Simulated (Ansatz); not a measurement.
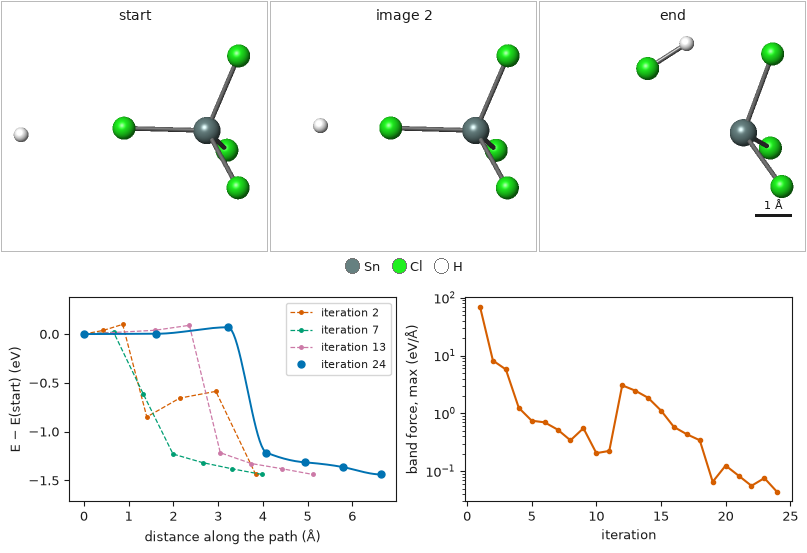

A nudged-elastic-band calculation for SnHCl4 (multiplicity 2), made up at the start of SnCl$_{4}$ and H. Images are numbered from 0 (start) to 6 (end). The plot follows the band through its iterations. A ball-and-stick model, seen at a tilt.

These are results of UKS B3LYP-D4/def2-SVP in Ansatz, not measurements. Set-up: 5 movable images; climbing image; force threshold 0.05 eV/Å; iteration limit 60; starting path through a guess of the saddle point.

Question: How did the profile develop, and is the result final?

Answer: The result is final at these settings. The band converged in 24 iterations. The largest component of the band force went from 70 to 0.043 eV/Å. The climbing image converged on the top of the path. Its vibrational analysis gives one imaginary mode (595i cm⁻¹), as a transition state must have. The first iteration put the highest image at 9.91 eV. Forward barrier 0.07 eV, backward barrier 1.51 eV, with image 2 at the top; the reaction energy is −1.44 eV.

Limits of the set-up: the start holds two separate molecules, 2.9 Å apart at their closest, whose relative position is a soft coordinate.

Cost: 5.6 min on 4 threads of Arm Neoverse V2, with other jobs on the host, peak memory 0.43 GiB.
